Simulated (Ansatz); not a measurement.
A series of calculations on WH5ClF2

### Relaxation

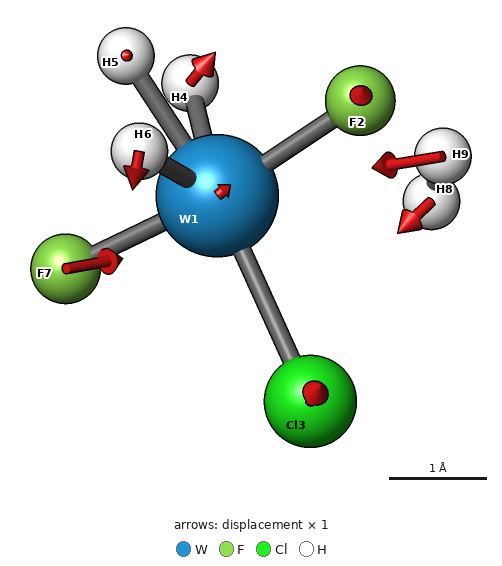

This is a relaxation of WH5ClF2. The starting structure is drawn; red arrows show the displacements, at their true length. The two geometries are superimposed by the best rigid fit.

The picture is a ball-and-stick view, seen at a tilt.

The run prepares an end point of a later path (reaction) calculation, from a guessed geometry.

The calculation used RKS PBE/def2-SVP (Ansatz 0.2.0). (no spin polarisation; force threshold 0.03 eV/Å; at most 50 steps)

### What did the optimiser do to the structure, and how much energy did it gain?

The atom that moves furthest after the best rigid fit is H9 (0.94 Å). Largest moves by element: H 0.94 Å, F 0.87 Å, Cl 0.48 Å, W 0.19 Å. Some distances before and after: W1–H8 2.924 → 2.451 Å, W1–H9 2.738 → 2.421 Å, H8–H9 0.722 → 0.780 Å, W1–H4 1.704 → 1.726 Å. Bond angles that change, for instance: Cl3–W1–H6 110.6° → 88.4°, Cl3–W1–H4 140.2° → 155.0°, Cl3–W1–H5 167.7° → 154.9°. The energy falls by 5.95 kcal/mol in 22 accepted moves (24 points after the start). The largest force component goes from 1.2 to 0.021 eV/Å. The line search rejected the trial steps at points 4, 19 of the run. Cost: 31 s on 2 threads of Intel(R) Xeon(R) 6975P-C (Granite Rapids), on a shared host, peak memory 0.16 GiB.

### Relaxation

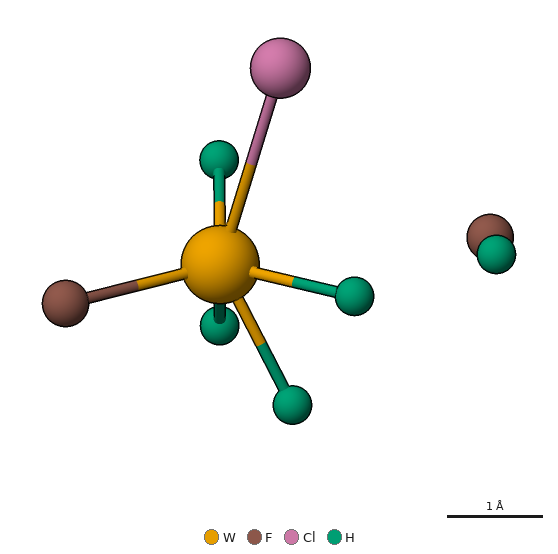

Starting structure of WH5ClF2. A ball-and-stick model, seen at a tilt.

The run prepares an end point of a later path (reaction) calculation, from a guessed geometry.

Theory: RKS PBE/def2-SVP (Ansatz).

Input file:
```yaml
crystal:
  periodic: [false, false, false]
  atoms:
    - { symbol: W, position_ang: [0.248847, 0.163843, -0.49481] }
    - { symbol: F, position_ang: [0.312774, 0.380156, 2.534927] }
    - { symbol: Cl, position_ang: [2.375491, -0.740346, -0.008536] }
    - { symbol: H, position_ang: [-0.73381, 1.40062, 0.131195] }
    - { symbol: H, position_ang: [-1.332791, -0.151623, 0.030653] }
    - { symbol: H, position_ang: [-0.045627, -1.360208, 0.146243] }
    - { symbol: F, position_ang: [0.172902, 0.309012, -2.32038] }
    - { symbol: H, position_ang: [1.064037, 1.38132, 0.388905] }
    - { symbol: H, position_ang: [0.912576, 1.017825, 2.209004] }
basis:
  gaussian: { orbitals: def2-SVP }
hamiltonian:
  xc: pbe
relax:
  f_tol: 0.03
  max_steps: 50
output:
  orbitals: {}
```

Run as
```bash
ansatz run input.yaml --threads 2 --pin off --max-ram 3072MiB --backend cpu --events-out ev --progress --plain --runs-dir out
```

### Where does the relaxation end?

H9 moves most after the best rigid fit: 0.97 Å. By element the largest moves are H 0.97 Å, Cl 0.49 Å, F 0.47 Å, W 0.14 Å. Near-neighbour distances that change, for instance: W1–F2 3.038 → 2.466 Å, W1–H9 2.912 → 2.632 Å, W1–Cl3 2.361 → 2.422 Å, W1–H8 1.711 → 1.680 Å. Bond angles that change, for instance: H6–W1–H8 122.1° → 127.0°, F7–W1–H8 118.5° → 115.1°, H4–W1–H5 58.8° → 61.7°. The energy falls by 7.11 kcal/mol in 19 accepted moves (22 points after the start). The largest force component goes from 0.48 to 0.027 eV/Å. The line search rejected the trial steps at points 8, 10, 19 of the run. The forces were under the threshold at step 6, but the run went on from there.

Final geometry:

```xyz
9

W     0.2116    0.2565   -0.3944
F     0.2738    0.4183    2.0655
Cl    2.4023   -0.4388    0.3704
H    -0.8022    1.5546   -0.0012
H    -1.3651   -0.0843    0.1206
H    -0.0451   -1.1884    0.4242
F     0.1865    0.1289   -2.2273
H     0.9293    1.6492    0.2129
H     1.1833    0.1046    2.0464
```

The end point in the same view:

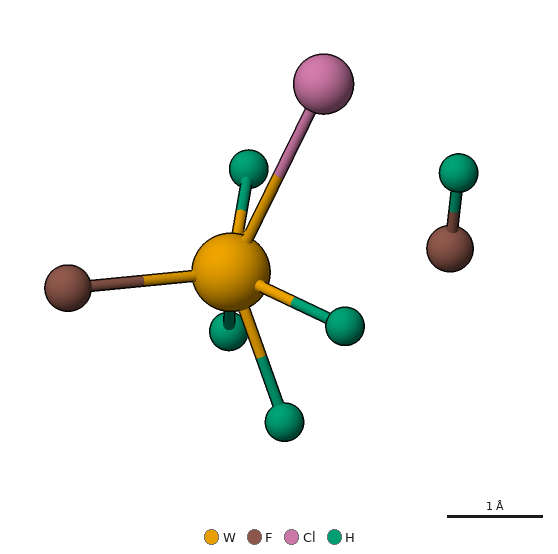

### Path

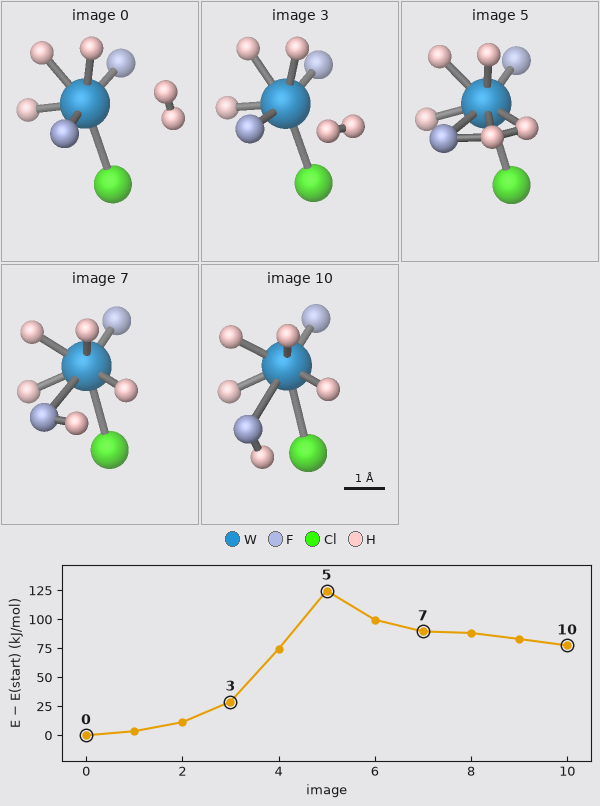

A nudged-elastic-band calculation for WH$_{5}$ClF$_{2}$, made up at the start of WH$_{3}$ClF$_{2}$ and H₂. Images are numbered from 0 (start) to 10 (end). A ball-and-stick model, seen at a tilt.

The calculation used RKS PBE/def2-SVP (Ansatz). Run with 9 movable images; climbing image; force threshold 0.03 eV/Å; iteration limit 60; starting path through a guess of the saddle point.

### Read off the barrier and say what moves.

Breaking: H–H (0.78 → 2.41 Å). Forming: F–H (2.81 → 0.96 Å), H–W (2.45 → 1.68 Å). The highest point, image 5, lies 124.7 kJ/mol above the start and 47.2 kJ/mol above the end; the end is at +77.5 kJ/mol relative to the start. The band is converged.

The run took 2.9 min on 2 threads of Intel(R) Xeon(R) 6975P-C (Granite Rapids), on a shared host, peak memory 0.17 GiB.
